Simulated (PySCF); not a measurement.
System: C5H16AlNO.

Input file:

```
{"job": {"kind": "nmr", "xc": "PBE0", "basis": "pcSseg-1"}, "charge": 0, "multiplicity": 1}
C      2.668875     0.257037     1.008995
C      1.384473     1.019331     0.704943
C      0.805285     0.685839    -0.664653
N      0.358738    -0.702990    -0.734959
C     -0.144138    -1.038098    -2.060125
Al    -1.051630    -1.309445     0.702199
O     -2.140677    -0.058015     0.678033
C     -3.098353     0.947789     0.723275
H      2.464093    -0.801141     1.157102
H      3.390108     0.370180     0.200482
H      3.119018     0.635716     1.922687
H      0.629897     0.774735     1.455971
H      1.580697     2.092839     0.741097
H     -0.070791     1.314213    -0.847944
H      1.548165     0.891579    -1.451752
H      1.162717    -1.298034    -0.542701
H     -0.443321    -2.084635    -2.074317
H      0.602113    -0.858944    -2.841419
H     -1.027011    -0.432399    -2.262573
H     -0.157694    -1.431913     1.968988
H     -1.507069    -2.627119     0.014527
H     -2.699421     1.878027     0.303081
H     -3.402346     1.137848     1.756586
H     -3.983464     0.657364     0.150036
```

Launched as:

```sh
OMP_NUM_THREADS=1 python probes_run.py task.json out
```

Geometry: GFN2-xTB.

Level of theory: PBE0/pcSseg-1, SCF density, gas phase, non-relativistic in PySCF.

> What will maps of the electron density and electron localisation function show?

C–N (1.46 Å): ρ is about 1.9 e/Å³ halfway; the ELF peaks at about 0.95 between the atoms (localised, covalent bonding).
C–C (1.52 Å): the density is about 1.7 e/Å³ at the midpoint; the ELF peaks at about 0.95 between the atoms; a covalent bond.

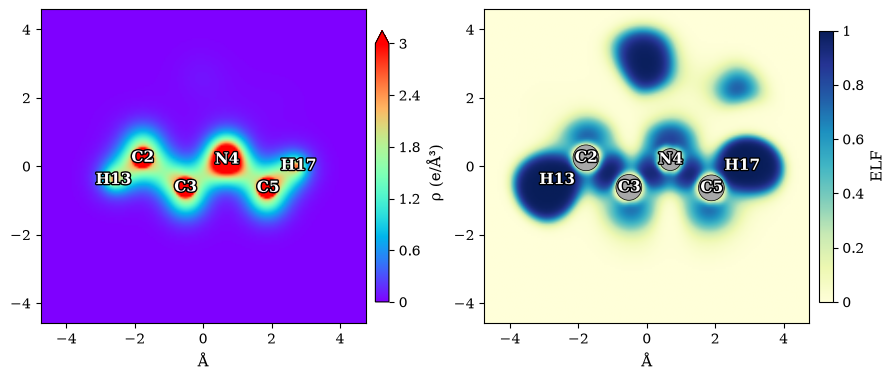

Computed electron density and electron localisation function on the plane of atoms C3, N4 and C5, in this order. Grey discs cover the atomic cores in the ELF map. 
